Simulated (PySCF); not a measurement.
**CH$_{3}$F, SMILES `CF`: what the electrons do**

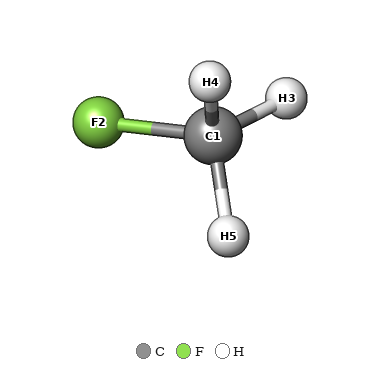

The molecule, with its atoms numbered as below. No frequency check shows the geometry to be a minimum.

Coordinates in Å:

```
C1      -0.6257    0.0000    0.0000
F2       0.7385    0.0000    0.0000
H3      -0.9640   -0.8342   -0.6158
H4      -0.9640   -0.1161    1.0303
H5      -0.9640    0.9504   -0.4146
```

### 1. Bonding charge

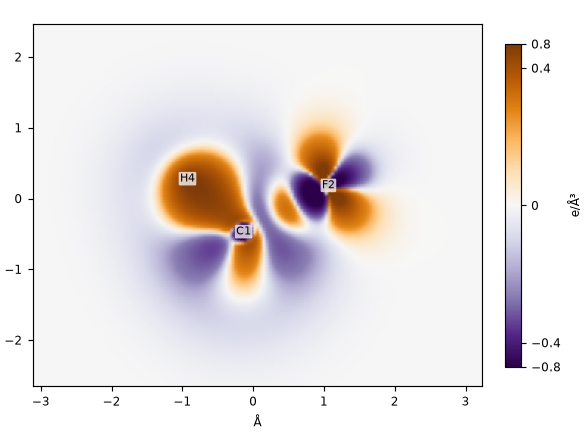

Deformation density (molecule less spherical, spin-averaged free atoms) in the plane of C1, F2 and H4; colour scale in e/Å³, logarithmic beyond ±0.1; orange: gain, purple: loss.

PySCF calculation, LDA (SVWN)/def2-SVP, gas phase; geometry: GFN2-xTB.

**Describe the bonding that the map shows.**

C1–H4: +0.72 e/Å³ at the bond critical point (bond length 1.09 Å, Mayer order 1.0). C1–F2: −0.03 e/Å³ at the bond critical point (bond length 1.36 Å, Mayer order 1.0); up to 0.6 Å beside the axis the gain reaches +0.18 e/Å³. In all, 1.0 electrons gather in the regions of gain relative to the promolecule. A small or negative value marks a very polar bond, one between electron-rich atoms, whose free-atom densities already overlap strongly, a long bond to a heavier atom, or a closed-shell contact such as a hydrogen bond.

### 2. Bond critical points

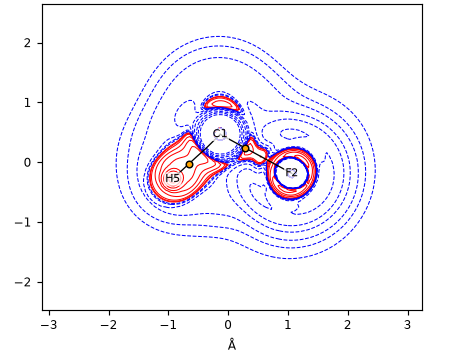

Negative Laplacian of the density (−∇²ρ) in the plane of C1, F2 and H5 (solid red lines positive, dashed blue lines negative, contours at ±0.02 to ±8 a.u.), with bond paths and bond critical points (dots).

**At which bond critical points in this plane is charge locally concentrated, and at which depleted?**

Concentrated (∇²ρ < 0): C1–H5 (−1.07 a.u.); C1–F2 (−0.01 a.u.). At none is it depleted.

**Where along C1–F2 does the critical point lie?**

0.46 Å from C1 and 0.90 Å from F2.

### 3. Local ionisation energy

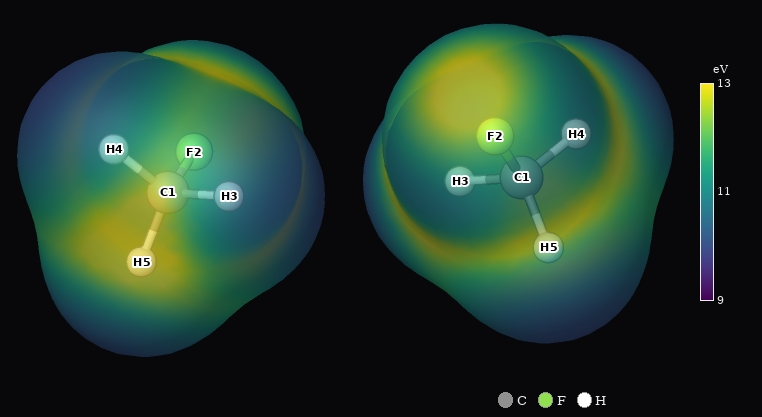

Average local ionisation energy on the surface of electron density 0.001 a.u. (back view left, front view right).

**Where are the most loosely bound electrons on this surface?**

The lowest value is 10.0 eV, 1.4 Å from H5, and at like points elsewhere. Further minima include 10.8 eV, 1.6 Å from F2, and at like points elsewhere. For comparison, the highest occupied orbital lies at −7.5 eV.

**What volume does the surface enclose, and what is the dipole moment?**

About 45 Å³; the dipole moment is 1.6 D.

### 4. Localised orbitals

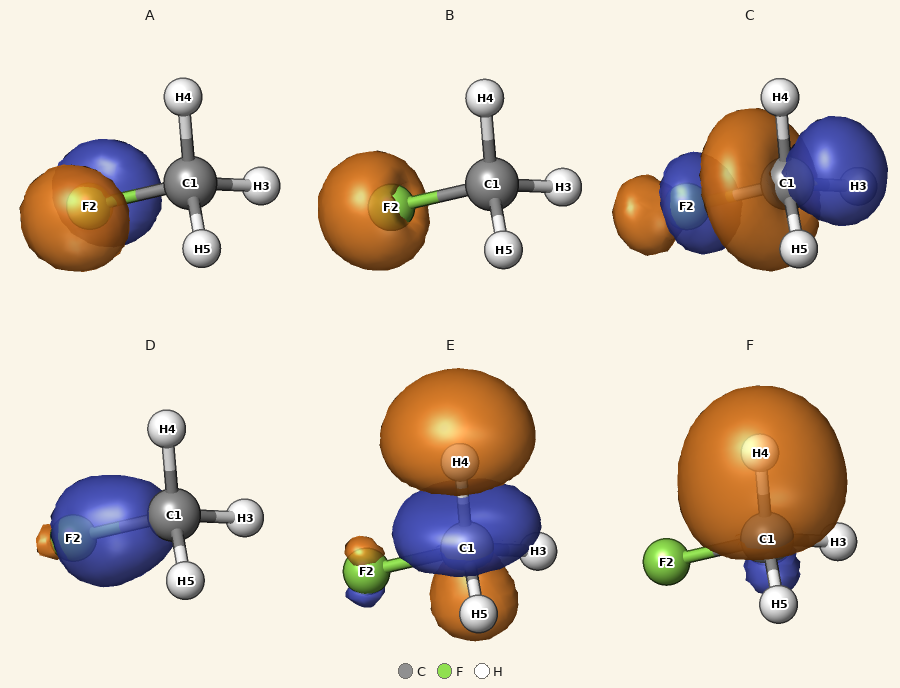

Intrinsic bond orbitals (IBO), occupied and valence-virtual; each surface holds about 80 % of the orbital's density. Energies are diagonal elements of the Fock matrix.

Computed with PySCF, CAM-B3LYP/aug-cc-pVDZ, geometry: GFN2-xTB.

**Identify each orbital.**

By panel:
- A: lone pair on F2 (p-type) (F2 99 %; −13.1 eV)
- B: lone pair on F2 (sp0.4-type) (F2 100 %; −25.8 eV)
- C: σ* orbital C1–F2, mostly on C1 (C1 70 %, F2 30 %; 7.3 eV)
- D: σ bond F2–C1 (F2 70 %, C1 30 %; −25.4 eV)
- E: σ* orbital H4–C1 (H4 57 %, C1 42 %; 10.3 eV)
- F: σ bond C1–H4 (C1 58 %, H4 42 %; −16.0 eV)

### 5. Stretching a bond

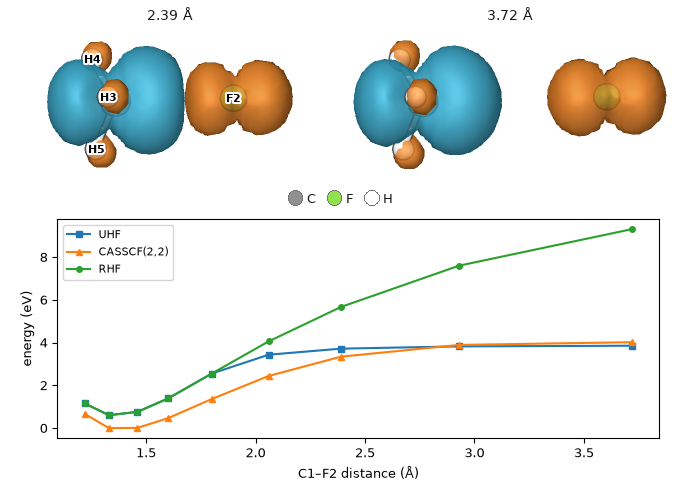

Rigid stretch of the C1–F2 bond. Broken-symmetry UHF spin density at ±0.03 e/Å³ (light blue: α, orange: β). Below: energies along the scan, from the lowest point of the three curves.

PySCF calculation, def2-SVP basis, gas phase; geometry: GFN2-xTB.

**How does the broken-symmetry solution share the spin, and how far is it from a pure singlet?**

At 3.72 Å excess α spin lies mostly on C1 and excess β on F2; the two could be swapped at no cost. ⟨S²⟩ is 0.90 at 2.39 Å and 1.01 at 3.72 Å, against 0 for a pure singlet and 1 for an equal mix of singlet and triplet.

**Where does the UHF solution part from RHF?**

Between 1.80 Å (⟨S²⟩ = 0, the two coincide) and 2.06 Å (⟨S²⟩ = 0.66); at 3.72 Å ⟨S²⟩ is 1.01 and UHF lies 5.5 eV below RHF.

**How much energy does the stretch cost?**

By CASSCF, 4.0 eV from the lowest point of the scan (1.33 Å) to 3.72 Å; RHF gives 8.7 eV from its own lowest point. The fragments aren't relaxed and dynamic correlation is missing, so this isn't a bond dissociation energy.

The PySCF runs shown took 1.5 s, 2.4 s and 7.4 s on 1 thread of Intel(R) Xeon(R) 6975P-C (Granite Rapids) (shared host).
